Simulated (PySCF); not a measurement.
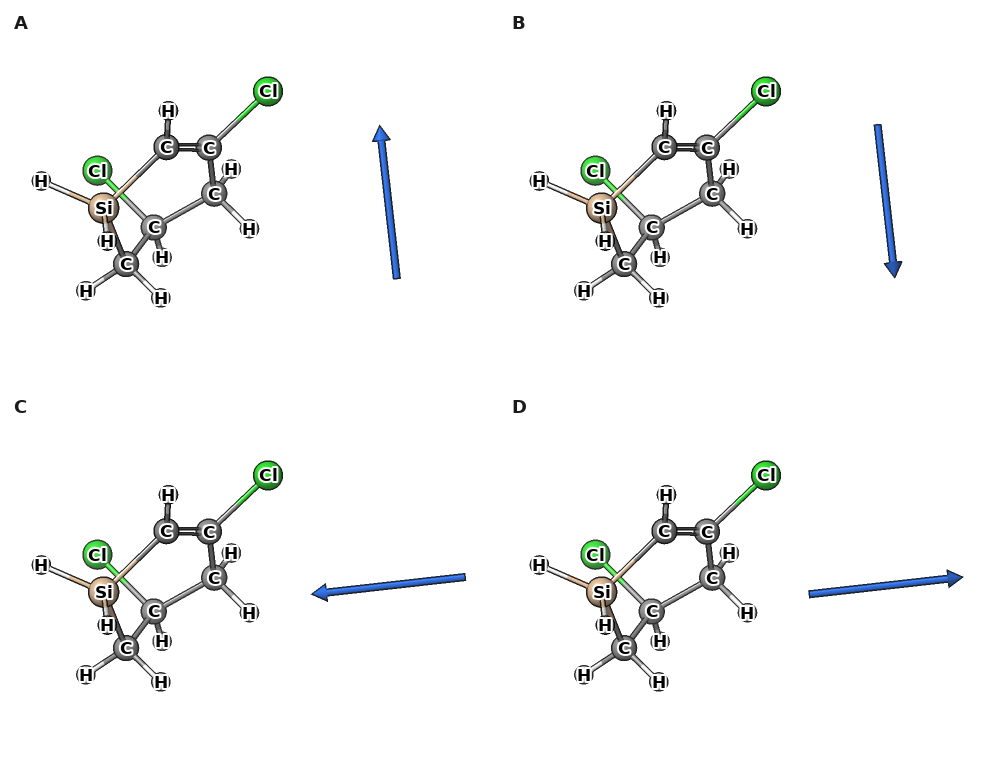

The same molecule four times, each with an arrow. The computed structure is the end point of a GFN2-xTB optimisation. No frequency run is at hand to confirm it as a minimum. Properties computed with ωB97X-D/def2-SVPD, gas phase (PySCF 2.14.0).

Question: Which arrow points along the dipole moment, from the negative to the positive end?

Answer: B. The dipole moment is 2.52 D.

The geometry is semi-empirical. Around Si such bond lengths and angles can be off by a tenth of an ångström or more and by several degrees, and values that hang on the shape move with them.
